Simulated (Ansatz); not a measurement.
Input

```
crystal:
  periodic: [false, false, false]
  atoms:
    - { symbol: Al, position_ang: [-0.410964, 1.094778, -0.683882] }
    - { symbol: C, position_ang: [1.4635, -0.092407, 1.586737] }
    - { symbol: H, position_ang: [0.436058, -0.444296, 1.763562] }
    - { symbol: H, position_ang: [2.163954, -0.69462, 2.183734] }
    - { symbol: H, position_ang: [1.548364, 0.966138, 1.873058] }
    - { symbol: H, position_ang: [1.713401, -0.202115, 0.515304] }
    - { symbol: O, position_ang: [-1.416564, -0.288076, -0.522646] }
    - { symbol: H, position_ang: [-1.719649, -1.186101, -0.391368] }
basis:
  gaussian: { orbitals: cc-pVDZ }
hamiltonian:
  xc: pbe0
relax:
  f_tol: 0.03
  max_steps: 50
output:
  orbitals: {}
```

Launched as:

```sh
ansatz run input.yaml --threads 2 --pin off --max-ram 3072MiB --backend cpu --events-out ev --progress --plain --runs-dir out
```

The fields are those of the run's last geometry, not of the input's.

Method: Ansatz 0.2.0, RKS PBE0/cc-pVDZ.

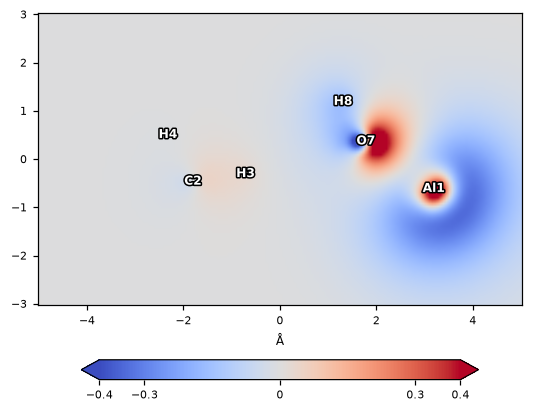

AlHO···CH₄. The HOMO on the plane of atoms H3, C2 and H4 (values in Å⁻³ᐟ²; the overall sign is arbitrary).

Q: Where does this orbital lie, and at what energy?

A: It lies mainly on Al1 (about 90 %) and O7 (about 10 %). Its energy is −6.68 eV.
